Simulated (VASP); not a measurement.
# PbF2 (Fluorocronite) with PBE: from relaxation to properties

What structure does PbF2 (Fluorocronite) take at this level, and what are its properties? The steps: full relaxation (PBE), second relaxation, single point with fields (PBE), bands along the symmetry lines (PBE), density of states (PBE), optical spectrum (PBE), response to an electric field (PBE), volume scan with PBE, fit for PBE and relaxing the atoms (PBE), changed input. The start is a cell from a database of measured crystal structures.

Program: VASP 6.6.1. Level of theory: PBE; plane waves and PAW (Pb_d, F). Results are calculated unless marked as measured.

## Step 1: The structure

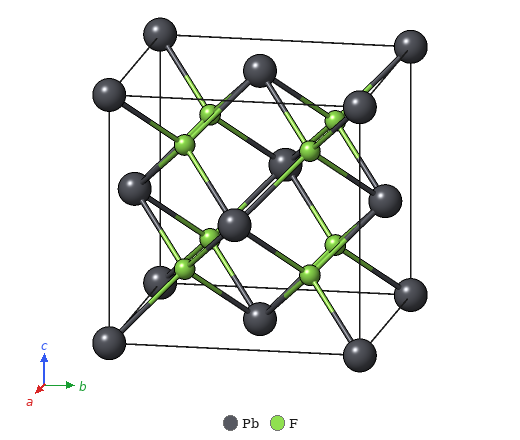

Start, viewed slightly off an axis; lead dark grey, fluorine green. This picture shows the conventional cell, with its axes. Some periodic images of atoms are drawn too.

Coordinates:

```cif
data_structure
_symmetry_space_group_name_H-M 'Fm-3m'
_symmetry_Int_Tables_number 225
_cell_length_a 5.9397
_cell_length_b 5.9397
_cell_length_c 5.9397
_cell_angle_alpha 90.000
_cell_angle_beta 90.000
_cell_angle_gamma 90.000
_cell_volume 209.55
loop_
_atom_site_label
_atom_site_type_symbol
_atom_site_symmetry_multiplicity
_atom_site_Wyckoff_symbol
_atom_site_fract_x
_atom_site_fract_y
_atom_site_fract_z
_atom_site_occupancy
Pb1 Pb 4 a 0.00000 0.00000 0.00000 1
F1 F 8 c 0.25000 0.75000 0.75000 1
```

## Step 2: Full relaxation (PBE)

Properties are meant for the cell that this level of theory prefers, so cell and atoms are relaxed first (ISIF = 3) until forces and stress are small; EDIFFG sets the threshold. PBE, the usual starting point, adds the gradient of the density.

INCAR reads:

```
SYSTEM = PbF2
PREC = Accurate
ENCUT = 520
EDIFF = 1E-06
NELM = 100
ISMEAR = 0
SIGMA = 0.05
LREAL = .FALSE.
ALGO = Normal
GGA = PE
NBANDS = 20
LORBIT = 11
LWAVE = .FALSE.
LCHARG = .FALSE.
KPAR = 2
IBRION = 2
NSW = 60
ISIF = 3
EDIFFG = -0.01
```

POSCAR reads:

```
PbF2
1.0
    0.0000000000      2.9698500000      2.9698500000
    2.9698500000      0.0000000000      2.9698500000
    2.9698500000      2.9698500000      0.0000000000
Pb F
1 2
Direct
    0.0000000000      0.0000000000      0.0000000000
    0.2500000000      0.2500000000      0.2500000000
    0.7500000000      0.7500000000      0.7500000000
```

KPOINTS reads:

```
Automatic mesh
0
Gamma
7 7 7
0 0 0
```

PAW data sets: Pb_d and F (PBE family, release 64).

Run with:

```console
$ mpirun -np 2 vasp_std
```

Log:

```text
[banner, memory and clock lines left out]
running    2 mpi-ranks, on    1 nodes
 distrk:  each k-point on    1 cores,    2 groups
 distr:  one band on    1 cores,    1 groups

 POSCAR found type information on POSCAR PbF
 POSCAR found :  2 types and       3 ions
 LDA part: xc-table for (Slater+PW92), standard interpolation
 POSCAR, INCAR and KPOINTS ok, starting setup
 FFT: planning ... GRIDC
 FFT: planning ... GRID_SOFT
 FFT: planning ... GRID
 WAVECAR not read
 entering main loop
       N       E                     dE             d eps       ncg     rms          rms(c)
DAV:   1     0.301552889525E+03    0.30155E+03   -0.14782E+04   804   0.159E+03
DAV:   2     0.112909605233E+02   -0.29026E+03   -0.27595E+03   868   0.433E+02
DAV:   3    -0.154712556654E+02   -0.26762E+02   -0.26434E+02   952   0.143E+02
DAV:   4    -0.162592945278E+02   -0.78804E+00   -0.78743E+00   912   0.257E+01
DAV:   5    -0.162865552699E+02   -0.27261E-01   -0.27257E-01   996   0.502E+00    0.801E+00
DAV:   6    -0.143465508515E+02    0.19400E+01   -0.93156E+00  1116   0.244E+01    0.268E+00
DAV:   7    -0.143441068075E+02    0.24440E-02   -0.45690E-01   836   0.425E+00    0.156E+00
DAV:   8    -0.143411343029E+02    0.29725E-02   -0.10211E-01   856   0.366E+00    0.523E-01
DAV:   9    -0.143381294759E+02    0.30048E-02   -0.19552E-02  1024   0.105E+00    0.102E-01
DAV:  10    -0.143392804150E+02   -0.11509E-02   -0.14891E-03   836   0.354E-01    0.307E-02
DAV:  11    -0.143392704687E+02    0.99463E-05   -0.11934E-04   920   0.966E-02    0.978E-03
DAV:  12    -0.143392814621E+02   -0.10993E-04   -0.31695E-05   864   0.500E-02    0.943E-03
DAV:  13    -0.143392798002E+02    0.16619E-05   -0.10754E-05  1036   0.326E-02    0.110E-03
DAV:  14    -0.143392798529E+02   -0.52639E-07   -0.46398E-07   548   0.565E-03
   1 F= -.14339280E+02 E0= -.14339280E+02  d E =-.143393E+02
 curvature:   0.00 expect dE= 0.000E+00 dE for cont linesearch  0.000E+00
 trial: gam= 0.00000 g(F)=  0.134E-47 g(S)=  0.206E-01 ort = 0.000E+00 (trialstep = 0.100E+01)
 search vector abs. value=  0.206E-01
 bond charge predicted
       N       E                     dE             d eps       ncg     rms          rms(c)
DAV:   1    -0.146692431121E+02   -0.32996E+00   -0.79792E+00  1028   0.397E+01    0.407E+00
DAV:   2    -0.143775164440E+02    0.29173E+00   -0.12732E+00   904   0.111E+01    0.855E-01
DAV:   3    -0.143517097577E+02    0.25807E-01   -0.69773E-02  1024   0.398E+00    0.376E-01
DAV:   4    -0.143477535803E+02    0.39562E-02   -0.20556E-02  1004   0.203E+00    0.120E-01
DAV:   5    -0.143478006547E+02   -0.47074E-04   -0.18063E-03   872   0.512E-01    0.492E-02
DAV:   6    -0.143477138290E+02    0.86826E-04   -0.38169E-04  1080   0.254E-01    0.117E-02
DAV:   7    -0.143477137602E+02    0.68728E-07   -0.26052E-05   928   0.413E-02    0.338E-03
DAV:   8    -0.143477143518E+02   -0.59155E-06   -0.12468E-06   768   0.952E-03
   2 F= -.14347714E+02 E0= -.14347714E+02  d E =-.843450E-02
 trial-energy change:   -0.008434  1 .order   -0.008592   -0.020555    0.003370
 step:   0.8542(harm=  0.8591)  dis= 0.00000  next Energy=   -14.347960 (dE=-0.868E-02)
 bond charge predicted
       N       E                     dE             d eps       ncg     rms          rms(c)
DAV:   1    -0.143548326139E+02   -0.71189E-02   -0.16617E-01  1032   0.554E+00    0.599E-01
DAV:   2    -0.143485891228E+02    0.62435E-02   -0.28035E-02   900   0.162E+00    0.127E-01
DAV:   3    -0.143480273878E+02    0.56173E-03   -0.15730E-03  1036   0.588E-01    0.559E-02
DAV:   4    -0.143479477132E+02    0.79675E-04   -0.44119E-04   988   0.297E-01    0.184E-02
DAV:   5    -0.143479547200E+02   -0.70068E-05   -0.49289E-05   872   0.814E-02    0.966E-03
DAV:   6    -0.143479526826E+02    0.20374E-05   -0.11837E-05  1056   0.417E-02    0.180E-03
DAV:   7    -0.143479526720E+02    0.10581E-07   -0.64505E-07   524   0.756E-03
   3 F= -.14347953E+02 E0= -.14347953E+02  d E =-.867282E-02
 curvature:  -0.43 expect dE=-0.295E-06 dE for cont linesearch -0.295E-06
 trial: gam=-0.00575 g(F)=  0.262E-46 g(S)=  0.687E-06 ort = 0.119E-03 (trialstep = 0.971E+00)
 search vector abs. value=  0.123E-09
 reached required accuracy - stopping structural energy minimisation
```

The job ended after 40 s (2 MPI ranks of AMD EPYC 7R43, shared host; peak memory 0.31 GiB; 77 s of CPU time).

The logs omit lines about the potential files and the build; timing stands in the text.

From OUTCAR (step 2):

```text
ion  position               nearest neighbor table
   1  0.000  0.000  0.000-   3 2.57   3 2.57   3 2.57   2 2.57   2 2.57   2 2.57   3 2.57   2 2.57

  LATTYP: Found a face centered cubic cell.
 ALAT       =     5.9397000000

 Subroutine GETGRP returns: Found 48 space group operations
 (whereof 48 operations were pure point group operations)

The static configuration has the point symmetry O_h .

 Found     20 irreducible k-points:

   k-points           NKPTS =     20   k-points in BZ     NKDIM =     20   number of bands    NBANDS=     20

   dimension x,y,z NGX =    32 NGY =   32 NGZ =   32
   dimension x,y,z NGXF=    64 NGYF=   64 NGZF=   64

   ENCUT  =  520.0 eV  38.22 Ry    6.18 a.u.   7.81  7.81  7.81*2*pi/ulx,y,z

   NELECT =      28.0000    total number of electrons

 k-points in reciprocal lattice and weights: Automatic mesh
   0.00000000  0.00000000  0.00000000       0.003
   0.14285714  0.00000000  0.00000000       0.023
   0.28571429  0.00000000  0.00000000       0.023
   0.42857143  0.00000000  0.00000000       0.023
   0.14285714  0.14285714  0.00000000       0.017
   0.28571429  0.14285714  0.00000000       0.070
   0.42857143  0.14285714  0.00000000       0.070
  -0.42857143  0.14285714  0.00000000       0.070
  -0.28571429  0.14285714  0.00000000       0.070
[...]
-0.42857143  0.42857143  0.14285714       0.070
  -0.28571429  0.42857143  0.14285714       0.070

 average (electrostatic) potential at core
       1 -93.4434       2 -75.4963       3 -75.4963

 E-fermi :   1.7091

 k-point     1 :       0.0000    0.0000    0.0000
  band No.  band energies     occupation
    ...
     10      -0.7724      2.00000
     11      -0.7724      2.00000
     12      -0.2845      2.00000
     13      -0.2845      2.00000
     14      -0.2845      2.00000
     15       8.2286      0.00000
     16       8.2286      0.00000
     17       8.2286      0.00000
     18      12.0442      0.00000
     19      16.5681      0.00000
    ...

 k-point     2 :       0.1429    0.0000    0.0000
  band No.  band energies     occupation
    ...
     10      -0.8077      2.00000
     11      -0.8077      2.00000
     12      -0.3163      2.00000
     13      -0.3163      2.00000
     14       0.1696      2.00000
     15       7.5991      0.00000
     16       8.3810      0.00000
     17       8.3810      0.00000
     18      13.1260      0.00000
     19      16.0583      0.00000
    ...

 k-point     3 :       0.2857    0.0000    0.0000
  band No.  band energies     occupation
    ...
     10      -0.8847      2.00000
     11      -0.8847      2.00000
     12      -0.3880      2.00000
     13      -0.3880      2.00000
     14       0.9110      2.00000
     15       6.8574      0.00000
     16       8.7285      0.00000
     17       8.7285      0.00000
     18      14.4251      0.00000
     19      15.4671      0.00000
    ...

  Total        0.0037745      0.0037745      0.0037745      0.0000000      0.0000000      0.0000000
  in kB        0.1123833      0.1123833      0.1123833      0.0000000      0.0000000      0.0000000
  external PRESSURE =       0.1123833 kB  Pullay stress =       0.0000000 kB

  energy-cutoff  :      520.00
  volume of cell :       53.81
      direct lattice vectors                 reciprocal lattice vectors
    -0.000000000  2.996478699  2.996478699    -0.166862524  0.166862524  0.166862524
     2.996478699 -0.000000000  2.996478699     0.166862524 -0.166862524  0.166862524
     2.996478699  2.996478699  0.000000000     0.166862524  0.166862524 -0.166862524

 POSITION                                       TOTAL-FORCE (eV/Angst)
 -----------------------------------------------------------------------------------
      0.00000     -0.00000      0.00000         0.000000     -0.000000      0.000000
      1.49824      1.49824      1.49824         0.000000      0.000000      0.000000
      4.49472      4.49472      4.49472        -0.000000     -0.000000     -0.000000
 -----------------------------------------------------------------------------------
    total drift:                                0.000000     -0.000000      0.000000

  FREE ENERGIE OF THE ION-ELECTRON SYSTEM (eV)
  ---------------------------------------------------
  free  energy   TOTEN  =       -14.3479526720 eV

  energy  without entropy=      -14.3479526720  energy(sigma->0) =      -14.34795267

 reached required accuracy - stopping structural energy minimisation

 total charge
# of ion       s       p       d       tot
------------------------------------------
    1        1.551   0.274   9.862  11.688
    2        1.742   4.320   0.000   6.063
    3        1.742   4.320   0.000   6.063
--------------------------------------------------
tot          5.036   8.915   9.862  23.813

[... 3 further parts left out ...]
```

CONTCAR:

```
PbF2
   1.00000000000000
    -0.0000000000000000    2.9964786990062593    2.9964786990062593
     2.9964786990062593   -0.0000000000000000    2.9964786990062593
     2.9964786990062593    2.9964786990062593    0.0000000000000000
  Pb              F
     1     2
Direct
     0.0000000000000000    0.0000000000000000    0.0000000000000000
     0.2500000000000000    0.2500000000000000    0.2500000000000000
     0.7500000000000000    0.7500000000000000    0.7500000000000000
```

The gap is read on the k-mesh alone, so it is an upper bound where the band edges lie off the mesh. The run keeps the 48 symmetry operations of its start, so it cannot find a distortion of lower symmetry.

Relaxation path:

```csv
step,energy less that of the first step (eV),largest force (eV/Å),pressure (GPa),volume (Å³)
1,0.0000,0.0000,2.00,52.39
2,-0.0084,0.0000,-0.32,54.06
3,-0.0087,0.0000,0.01,53.81
```

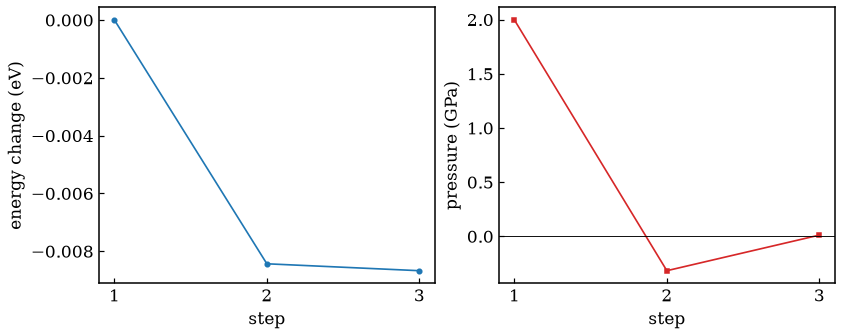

Energy and pressure along the relaxation.

```csv
"conventional cell, symmetrised",before,after,change
a (Å),5.940,5.993,+0.9 %
b (Å),5.940,5.993,+0.9 %
c (Å),5.940,5.993,+0.9 %
volume (Å³/atom),17.46,17.94,+2.7 %
```

The relaxed structure:

```cif
data_structure
_symmetry_space_group_name_H-M 'P 1'
_symmetry_Int_Tables_number 1
_cell_length_a 4.2377
_cell_length_b 4.2377
_cell_length_c 4.2377
_cell_angle_alpha 60.000
_cell_angle_beta 60.000
_cell_angle_gamma 60.000
_cell_volume 53.81
loop_
_atom_site_label
_atom_site_type_symbol
_atom_site_fract_x
_atom_site_fract_y
_atom_site_fract_z
_atom_site_occupancy
Pb1 Pb 0.00000 0.00000 0.00000 1
F2 F 0.25000 0.25000 0.25000 1
F3 F 0.75000 0.75000 0.75000 1
```

This step gave:

| Property | Result |
| --- | --- |
| electrons | 28 |
| bands | 20 |
| irreducible k-points | 20 |
| symmetry operations | 48 |
| free energy (TOTEN) | -14.35 eV |
| Fermi energy | 1.709 eV |
| pressure | 0.01124 GPa |
| metallic | no |
| valence top at k | -0.2857, 0.4286, 0.1429 |
| conduction bottom at k | 0.4286, 0.4286, 0 |
| least direct gap at k | 0.4286, 0.4286, 0 |
| SCF cycles over all ionic steps | 29 |
| gap on the k-mesh | 4.464 eV |
| least direct gap on the k-mesh | 4.670 eV |

It ends with forces that vanish by symmetry and a pressure of 0.01 GPa. The volume lies +2.7 % from that of the database's start.

## Step 3: Second relaxation

A relaxation keeps the plane waves of the cell it began with, so it is repeated from the new cell, on a basis made for it.

INCAR is that of step 2.

POSCAR reads:

```
PbF2
1.0
    0.0000000000      2.9964786990      2.9964786990
    2.9964786990      0.0000000000      2.9964786990
    2.9964786990      2.9964786990      0.0000000000
Pb F
1 2
Direct
    0.0000000000      0.0000000000      0.0000000000
    0.2500000000      0.2500000000      0.2500000000
    0.7500000000      0.7500000000      0.7500000000
```

KPOINTS is that of step 2.

Run with:

```console
$ mpirun -np 2 vasp_std
```

Log:

```text
[... set-up lines as in an earlier step ...]
 entering main loop
       N       E                     dE             d eps       ncg     rms          rms(c)
DAV:   1     0.309387619551E+03    0.30939E+03   -0.14695E+04   804   0.157E+03
DAV:   2     0.147124374978E+02   -0.29468E+03   -0.27726E+03   836   0.437E+02
DAV:   3    -0.154885025750E+02   -0.30201E+02   -0.29745E+02   984   0.150E+02
DAV:   4    -0.163291493693E+02   -0.84065E+00   -0.84013E+00   920   0.262E+01
DAV:   5    -0.163546212349E+02   -0.25472E-01   -0.25470E-01  1004   0.477E+00    0.806E+00
DAV:   6    -0.143632963435E+02    0.19913E+01   -0.95903E+00  1092   0.243E+01    0.275E+00
DAV:   7    -0.143576412997E+02    0.56550E-02   -0.48222E-01   832   0.429E+00    0.159E+00
DAV:   8    -0.143527334124E+02    0.49079E-02   -0.10918E-01   832   0.368E+00    0.536E-01
DAV:   9    -0.143496283944E+02    0.31050E-02   -0.21945E-02  1012   0.107E+00    0.105E-01
DAV:  10    -0.143508119369E+02   -0.11835E-02   -0.18626E-03   820   0.438E-01    0.370E-02
DAV:  11    -0.143507771261E+02    0.34811E-04   -0.16525E-04   928   0.124E-01    0.138E-02
DAV:  12    -0.143507899067E+02   -0.12781E-04   -0.76130E-05   888   0.827E-02    0.139E-02
DAV:  13    -0.143507863672E+02    0.35395E-05   -0.28541E-05  1044   0.511E-02    0.264E-03
DAV:  14    -0.143507863941E+02   -0.26922E-07   -0.13026E-06   740   0.809E-03
   1 F= -.14350786E+02 E0= -.14350786E+02  d E =-.143508E+02
 curvature:   0.00 expect dE= 0.000E+00 dE for cont linesearch  0.000E+00
 trial: gam= 0.00000 g(F)=  0.199E-46 g(S)=  0.190E-04 ort = 0.000E+00 (trialstep = 0.100E+01)
 search vector abs. value=  0.190E-04
 reached required accuracy - stopping structural energy minimisation
```

Wall time 20 s (2 MPI ranks); peak memory 0.29 GiB; 38 s of CPU time.

OUTCAR, selected parts (step 3):

```text
  LATTYP: Found a face centered cubic cell.
 ALAT       =     5.9929573980

The static configuration has the point symmetry O_h .

 Found     20 irreducible k-points:

   ENCUT  =  520.0 eV  38.22 Ry    6.18 a.u.   7.88  7.88  7.88*2*pi/ulx,y,z

   NELECT =      28.0000    total number of electrons

 E-fermi :   1.7092

 k-point     1 :       0.0000    0.0000    0.0000
  band No.  band energies     occupation
    ...
     10      -0.7723      2.00000
     11      -0.7723      2.00000
     12      -0.2843      2.00000
     13      -0.2843      2.00000
     14      -0.2843      2.00000
     15       8.2286      0.00000
     16       8.2286      0.00000
     17       8.2286      0.00000
     18      12.0439      0.00000
     19      16.5681      0.00000
    ...

 k-point     2 :       0.1429    0.0000    0.0000
  band No.  band energies     occupation
    ...
     10      -0.8076      2.00000
     11      -0.8076      2.00000
     12      -0.3162      2.00000
     13      -0.3162      2.00000
     14       0.1697      2.00000
     15       7.5990      0.00000
     16       8.3809      0.00000
     17       8.3809      0.00000
     18      13.1257      0.00000
     19      16.0582      0.00000
    ...

  Total        0.0198470      0.0198470      0.0198470     -0.0000000      0.0000000      0.0000000
  in kB        0.5909379      0.5909379      0.5909379     -0.0000000      0.0000000      0.0000000
  external PRESSURE =       0.5909379 kB  Pullay stress =       0.0000000 kB

  energy-cutoff  :      520.00
  volume of cell :       53.81
      direct lattice vectors                 reciprocal lattice vectors
     0.000000000  2.996478699  2.996478699    -0.166862524  0.166862524  0.166862524
     2.996478699  0.000000000  2.996478699     0.166862524 -0.166862524  0.166862524
     2.996478699  2.996478699  0.000000000     0.166862524  0.166862524 -0.166862524

 POSITION                                       TOTAL-FORCE (eV/Angst)
 -----------------------------------------------------------------------------------
      0.00000      0.00000      0.00000         0.000000     -0.000000     -0.000000
      1.49824      1.49824      1.49824         0.000000      0.000000      0.000000
      4.49472      4.49472      4.49472        -0.000000     -0.000000     -0.000000
 -----------------------------------------------------------------------------------
    total drift:                                0.000000     -0.000000      0.000000

  FREE ENERGIE OF THE ION-ELECTRON SYSTEM (eV)
  ---------------------------------------------------
  free  energy   TOTEN  =       -14.3507863941 eV

  energy  without entropy=      -14.3507863941  energy(sigma->0) =      -14.35078639

 total charge
# of ion       s       p       d       tot
------------------------------------------
    1        1.551   0.274   9.862  11.688
    2        1.741   4.320   0.000   6.062
    3        1.741   4.320   0.000   6.062
--------------------------------------------------
tot          5.034   8.915   9.862  23.811

[... 5 parts as in an earlier step ...]

[... 6 further parts left out ...]
```

CONTCAR:

```
PbF2
   1.00000000000000
     0.0000000000000000    2.9964786989999999    2.9964786989999999
     2.9964786989999999    0.0000000000000000    2.9964786989999999
     2.9964786989999999    2.9964786989999999    0.0000000000000000
  Pb              F
     1     2
Direct
     0.0000000000000000    0.0000000000000000    0.0000000000000000
     0.2500000000000000    0.2500000000000000    0.2500000000000000
     0.7500000000000000    0.7500000000000000    0.7500000000000000
```

Little changed from the start: no atom moved by 0.005 Å and no cell edge by 0.1 %.

This step gave:

- pressure: 0.05909 GPa
- SCF cycles over all ionic steps: 14

It ends with forces that vanish by symmetry and a pressure of 0.06 GPa. The volume moved by under 0.01 %: the run met its threshold at the first step.

(Continued in part 2 of 5.)

[Lines on the potential files, build, host, timing and source positions are cut from VASP's logs without a mark.]

[Logs are printed without paths, hosts, clocks, repeated set-up lines and the standing remarks that a program may print on its own settings, such as how far it seeks lower states.]

[Hosts, paths, dates, database ids (printed as entryN), source tags and the programs' standing remarks are cut or masked in the printed files.]

[Measured values are set beside computed ones only where the two were judged alike; some that the calculation misses by far are left out.]
